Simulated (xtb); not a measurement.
Run report: CH$_{6}$GaO (charge −1), energy and gradient calculation

CH$_{6}$GaO, charge −1, SMILES [H][Ga-]([H])([H])[O]C, computed with GFN-FF (xtb 6.7.1).

The geometry comes from this level: GFN2-xTB.

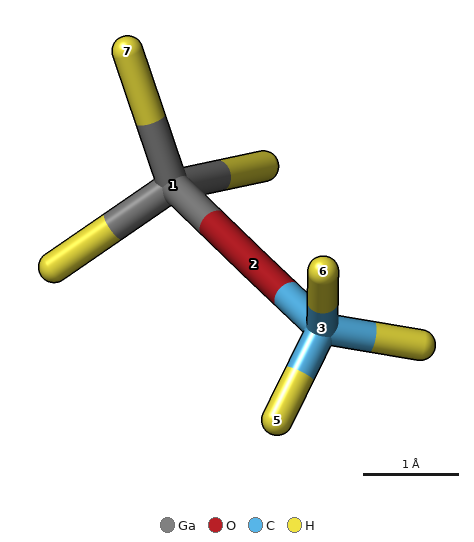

The input geometry (stick view, seen at a tilt; atoms are numbered from 1 in the order of the input). Sticks mark near contacts.

Input file (geom.xyz)
```
9
start
Ga    -0.36332     0.58260    -1.37172
O      0.05349    -0.06331     0.17448
C      0.38290    -0.60605     1.43381
H     -0.03227    -1.61369     1.52484
H     -0.02943     0.02224     2.22748
H      1.47035    -0.65617     1.54357
H      0.95390     0.86780    -2.20114
H     -1.17323     1.92450    -1.17585
H     -1.26239    -0.45793    -2.15548
```

Launch command:
```bash
xtb geom.xyz --grad --gff -c -1 | tee xtb.out
```

Log
```
* xtb version 6.7.1
   ID    Z sym.   atoms
    1   31 Ga     1
    2    8 O      2
    3    6 C      3
    4    1 H      4-9

           -------------------------------------------------
          |                Calculation Setup                |
           -------------------------------------------------

          program call               : xtb geom.xyz --grad --gff -c -1
          coordinate file            : geom.xyz
          omp threads                :                     1

          ==================== Thresholds ====================
          CN  :   150.00000
          rep :   500.00000
          disp:  2500.00000
          HB1 :   250.00000
          HB2 :   450.00000

          Pauling EN used:
          Z : 1  EN :  2.20
          Z : 6  EN :  2.55
          Z : 8  EN :  3.44
          Z :31  EN :  1.81
          electric field strengths (au): 0.000

           -------------------------------------------------
          |           Force Field Initialization            |
           -------------------------------------------------

          distances ...
          ----------------------------------------
          generating topology and atomic info file ...
          pair mat ...
          computing topology distances matrix with Floyd-Warshall algo ...
          making topology EEQ charges ...
          #fragments for EEQ constrain: 1
          ----------------------------------------
          generating topology and atomic info file ...
          pair mat ...
          computing topology distances matrix with Floyd-Warshall algo ...
          making topology EEQ charges ...
          #fragments for EEQ constrain: 1
          rings ...
          # BATM   30
          # H in HB   3

  atom   neighbors  erfCN metchar sp-hybrid imet pi  qest     coordinates
    1  Ga      4    3.44   0.06         3    1    0   0.027   -0.686575    1.100954   -2.592175
    2  O       2    1.92   0.00         3    0    0  -0.458    0.101081   -0.119639    0.329719
    3  C       4    3.49   0.00         3    0    0   0.073    0.723576   -1.145269    2.709508
    4  H       1    0.97   0.00         0    0    0  -0.098   -0.060981   -3.049432    2.881530
    5  H       1    0.97   0.00         0    0    0  -0.098   -0.055615    0.042028    4.209327
    6  H       1    0.97   0.00         0    0    0  -0.098    2.778559   -1.239982    2.916925
    7  H       1    0.95   0.01         0    0    0  -0.116    1.802610    1.639904   -4.159552
    8  H       1    0.95   0.01         0    0    0  -0.116   -2.217083    3.636778   -2.222034
    9  H       1    0.95   0.01         0    0    0  -0.116   -2.385571   -0.865362   -4.073267

          #atoms :   9
          #bonds :   8
          #angl  :   13
          #tors  :   0
          #nmol  :   1
          #optfrag :   1
           -------------------------------------------------
          |                   G F N - F F                   |
          |          A general generic force-field          |
          |                  Version 1.0.3                  |
           -------------------------------------------------
          Number of HB bonds (bound hydrogen)     0
          Number of HB bonds (unbound hydrogen)   0
          Number of XB bonds                      0

 E+G (total)                   0 d,  0 h,  0 min,  0.000 sec
 distance/D3 list               ...        0 min,  0.000 sec (  1.239%)
 non bonded repulsion           ...        0 min,  0.000 sec ( 20.677%)
 dCN                            ...        0 min,  0.000 sec (  3.813%)
 EEQ energy and q               ...        0 min,  0.000 sec ( 16.119%)
 D3                             ...        0 min,  0.000 sec ( 14.857%)
 EEQ gradient                   ...        0 min,  0.000 sec (  3.264%)
 bonds                          ...        0 min,  0.000 sec (  9.978%)
 bend and torsion               ...        0 min,  0.000 sec (  5.621%)
 bonded ATM                     ...        0 min,  0.000 sec (  6.463%)
 HB/XB (incl list setup)        ...        0 min,  0.000 sec ( 10.217%)

         :::::::::::::::::::::::::::::::::::::::::::::::::::::
         ::                     SUMMARY                     ::
         :::::::::::::::::::::::::::::::::::::::::::::::::::::
         :: total energy              -2.060423212520 Eh    ::
         :: gradient norm              0.046003828083 Eh/a0 ::
         ::.................................................::
         :: bond energy               -0.950386636549 Eh    ::
         :: angle energy               0.000113541241 Eh    ::
         :: torsion energy             0.000000000000 Eh    ::
         :: repulsion energy           0.035241183280 Eh    ::
         :: electrostat energy        -1.142440639799 Eh    ::
         :: dispersion energy         -0.003281074336 Eh    ::
         :: HB energy                  0.000000000000 Eh    ::
         :: XB energy                  0.000000000000 Eh    ::
         :: bonded atm energy          0.000330413643 Eh    ::
         :: external energy            0.000000000000 Eh    ::
         :: add. restraining           0.000000000000 Eh    ::
         :: total charge              -1.000000000000 e     ::
         :::::::::::::::::::::::::::::::::::::::::::::::::::::

           -------------------------------------------------
          |                Property Printout                |
           -------------------------------------------------

molecular dipole:
                 x           y           z       tot (Debye)
 q only:        0.074      -0.132       0.297       0.847

           -------------------------------------------------
          | TOTAL ENERGY               -2.060423212520 Eh   |
          | GRADIENT NORM               0.046003828083 Eh/α |
           -------------------------------------------------
########################################################################
[WARNING] Runtime exception occurred
-1- gfnff_setup: Could not read topology file.
########################################################################

------------------------------------------------------------------------
------------------------------------------------------------------------
 total:
 *  cpu-time:     0 d,  0 h,  0 min,  0.002 sec
 * ratio c/w:     1.000 speedup
 SCF:
 *  cpu-time:     0 d,  0 h,  0 min,  0.000 sec
 * ratio c/w:     0.996 speedup
```

Standard error
```
normal termination of xtb
```

Key numbers

| quantity | value |
| --- | --- |
| outcome | converged |
| total energy | −2.060423 hartree |
| dispersion energy | −0.003281 hartree |
| largest force | 1.830 eV/Å |
| hardware | 1 thread of Intel Xeon (Sapphire Rapids), 16 GiB of memory available, shared host |
| peak memory | 0.068 GiB |
